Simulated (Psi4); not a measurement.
# CuNH2 (SMILES [NH2][Cu]): B3LYP/aug-pcseg-0 (sweep point 1)

Aim: the vertical electron affinity of CuNH2 at B3LYP/aug-pcseg-0 (sweep point 1), from 2 runs. 

The results are computed with Psi4 1.11.

**1. The structure to begin with**

The species is CuNH2 (4 atoms), meant as a singlet with charge 0. SMILES: `[NH2][Cu]`. The coordinates come from a PBE0-D4/def2-TZVP relaxation.

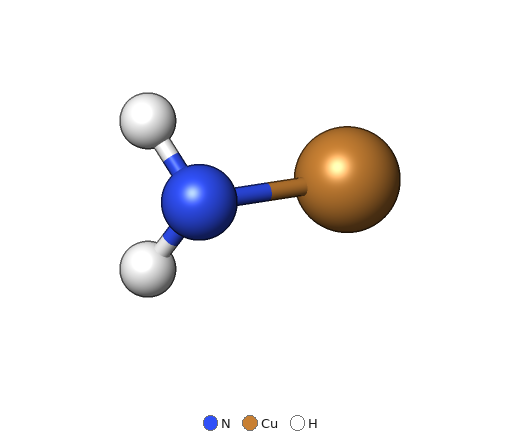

The structure, seen from a chosen angle (nitrogen blue, copper orange, hydrogen white).

**2. The energy at B3LYP/aug-pcseg-0 (sweep point 1)**

Contents of job.py:

```python
import psi4

psi4.set_memory('1600 MB')
psi4.set_num_threads(1)
psi4.core.set_output_file('cuh2n.out', False)

geom = psi4.geometry("""
N     -0.52402105     0.47413228     0.22204282
Cu     2.61462507    -0.56994140     1.23323527
H     -1.62969981    -1.09887574     0.10487980
H     -0.35602440     1.08073437    -1.59851933
units au
symmetry c1
""")

options = {'basis': 'aug-pcseg-0', 'puream': True, 'scf_type': 'pk', 'dft_radial_points': 99, 'dft_spherical_points': 590}
psi4.set_options(options)

e_tot, wfn = psi4.energy('B3LYP', return_wfn=True)
print(f'total energy {e_tot:.8f} hartree = {e_tot * 27.211386:.5f} eV')
for k, v in sorted(psi4.core.scalar_variables().items()):
    print(f'{k:45s} {v:18.10f}')
```

Launch:

```bash
python job.py
```

cuh2n.out:

```text
[...]
  Running in c1 symmetry.
[...]
  Nuclear repulsion =   79.397725370565055
[...]
  Multiplicity = 1
[...]
  Nalpha       = 19
  Nbeta        = 19
[...]
    Number of basis functions: 52
[...]
   @RKS iter   1: -1689.99442528871532    9.89872e-02   6.19010e-02 DIIS/ADIIS
[...]
   @RKS iter  11: -1692.83197716462450   -7.22594e-09   1.73907e-07 DIIS
[...]
    Orbital Energies [Eh]
    ---------------------
    Doubly Occupied:
       1A   -323.195289     2A    -38.600016     3A    -34.258936
       4A    -34.256801     5A    -34.255922     6A    -14.296045
       7A     -4.245667     8A     -2.587747     9A     -2.568477
      10A     -2.565917    11A     -0.810582    12A     -0.450158
      13A     -0.369478    14A     -0.314706    15A     -0.298117
      16A     -0.295163    17A     -0.295056    18A     -0.259709
      19A     -0.221443
[...]
  @RKS Final Energy: -1692.83197716462450
   => Energetics <=
    Nuclear Repulsion Energy =             79.3977253705650554
    One-Electron Energy =               -2513.7582449129768065
    Two-Electron Energy =                 801.6498739556078590
    DFT Exchange-Correlation Energy =     -60.1213315778208042
    Empirical Dispersion Energy =           0.0000000000000000
    VV10 Nonlocal Energy =                  0.0000000000000000
    Total Energy =                      -1692.8319771646247318
[...]
 Multipole Moments:
 ------------------------------------------------------------------------------------
     Multipole            Electronic (a.u.)      Nuclear  (a.u.)        Total (a.u.)
 ------------------------------------------------------------------------------------
 L = 1.  Multiply by 2.5417464519 to convert [e a0] to [Debye]
 Dipole X            :          5.5726193           -4.5308784            1.0417408
 Dipole Y            :         -1.5054965            0.8489829           -0.6565136
 Dipole Z            :          2.2409479           -2.3019292           -0.0609812
 Magnitude           :                                                    1.2328637
[...]
```

The script printed:

```text
total energy -1692.83197716 hartree = -46064.30436 eV
CURRENT ENERGY                                  -1692.8319771646
CURRENT REFERENCE ENERGY                        -1692.8319771646
DD SOLVATION ENERGY                                 0.0000000000
DFT FUNCTIONAL TOTAL ENERGY                     -1692.8319771646
DFT TOTAL ENERGY                                -1692.8319771646
DFT VV10 ENERGY                                     0.0000000000
DFT XC ENERGY                                     -60.1213315778
GRID ELECTRONS ALPHA                               18.9999996761
GRID ELECTRONS BETA                                18.9999996761
GRID ELECTRONS TOTAL                               37.9999993521
NUCLEAR REPULSION ENERGY                           79.3977253706
ONE-ELECTRON ENERGY                             -2513.7582449130
PCM POLARIZATION ENERGY                             0.0000000000
PE ENERGY                                           0.0000000000
SCF ITERATION ENERGY                            -1692.8319771646
SCF ITERATIONS                                     11.0000000000
SCF TOTAL ENERGY                                -1692.8319771646
TWO-ELECTRON ENERGY                               801.6498739556
XC GRID RADIAL POINTS                              99.0000000000
XC GRID SPHERICAL POINTS                          590.0000000000
XC GRID TOTAL POINTS                           226758.0000000000
```

Wall time 7.8 s (1 thread of Intel Xeon Platinum 8375C at 2.90GHz (Ice Lake), shared host); peak memory 0.52 GiB.

**3. The doublet anion at the same level**

Contents of cuh2n.py:

```python
import psi4

psi4.set_memory('1600 MB')
psi4.set_num_threads(1)
psi4.core.set_output_file('psi4.out', False)

mol = psi4.geometry("""
-1 2
N     -0.52402105     0.47413228     0.22204282
Cu     2.61462507    -0.56994140     1.23323527
H     -1.62969981    -1.09887574     0.10487980
H     -0.35602440     1.08073437    -1.59851933
units bohr
symmetry c1
""")

psi4.set_options({
    'basis': 'aug-pcseg-0',
    'reference': 'uks',
    'puream': True,
    'scf_type': 'pk',
    'dft_radial_points': 99,
    'dft_spherical_points': 590,
    'maxiter': 150,
})

result = psi4.energy("b3lyp", molecule=mol)
print('E =', round(result, 9))
```

Launch:

```bash
python cuh2n.py
```

psi4.out:

```text
[...]
  Running in c1 symmetry.
[...]
  Nuclear repulsion =   79.397725370565055
[...]
  Multiplicity = 2
[...]
  Nalpha       = 20
  Nbeta        = 19
[...]
    Number of basis functions: 52
[...]
   @UKS iter   1: -1689.60645022027302    4.86962e-01   6.38184e-02 ADIIS/DIIS
[...]
   @UKS iter  12: -1692.85888895227617   -4.32919e-09   1.83405e-07 DIIS
[...]
   @S^2 Observed:                7.535084612E-01
[...]
    Orbital Energies [Eh]
    ---------------------
    Alpha Occupied:
       1A   -322.982127     2A    -38.389275     3A    -34.049064
       4A    -34.045113     5A    -34.044229     6A    -14.107206
       7A     -4.032646     8A     -2.375115     9A     -2.355860
      10A     -2.353306    11A     -0.630287    12A     -0.271628
      13A     -0.181126    14A     -0.110239    15A     -0.083465
      16A     -0.082300    17A     -0.082113    18A     -0.059552
      19A     -0.038089    20A      0.037179
    Alpha Virtual:
      21A      0.123810    22A      0.125462    23A      0.140376
      24A      0.187609    25A      0.193163    26A      0.253953
[...]
  @UKS Final Energy: -1692.85888895227617
   => Energetics <=
    Nuclear Repulsion Energy =             79.3977253705650554
    One-Electron Energy =               -2521.6064988393090971
    Two-Electron Energy =                 809.5919244219372786
    DFT Exchange-Correlation Energy =     -60.2420399054696034
    Empirical Dispersion Energy =           0.0000000000000000
    VV10 Nonlocal Energy =                  0.0000000000000000
    Total Energy =                      -1692.8588889522764021
[...]
 Multipole Moments:
 ------------------------------------------------------------------------------------
     Multipole            Electronic (a.u.)      Nuclear  (a.u.)        Total (a.u.)
 ------------------------------------------------------------------------------------
 L = 1.  Multiply by 2.5417464519 to convert [e a0] to [Debye]
 Dipole X            :          4.2089584           -4.5308784           -0.3219200
 Dipole Y            :         -1.0899071            0.8489829           -0.2409242
 Dipole Z            :          1.7528907           -2.3019292           -0.5490385
 Magnitude           :                                                    0.6805294
[...]
```

The script printed:

```text
E = -1692.858888952
```

It took 11 s on 1 thread of Intel Xeon Platinum 8375C at 2.90GHz (Ice Lake), shared host; peak memory 0.52 GiB.

**4. Results**

Level: B3LYP/aug-pcseg-0 (sweep point 1).

| quantity | value |
| --- | --- |
| singlet CuNH2: total energy | -1692.83198 Eh |
| singlet CuNH2: dipole moment | 3.13 D |
| singlet CuNH2: HOMO energy | -6.03 eV |
| singlet CuNH2: LUMO energy | -2.66 eV |
| singlet CuNH2: HOMO–LUMO gap | 3.36 eV |
| doublet anion: total energy | -1692.85889 Eh |
| doublet anion: HOMO energy (highest over α and β) | 1.01 eV |
| doublet anion: LUMO energy (lowest over α and β) | 2.40 eV |
| doublet anion: ⟨S²⟩ | 0.754 |
| vertical electron affinity (to the doublet anion) | 0.732 eV |

**Reading.** At fixed nuclei the extra electron is bound by 0.73 eV (16.9 kcal/mol). The HOMO (doublet anion) lies at positive energy, 1.01 eV; only total energies tell whether the electron is bound.
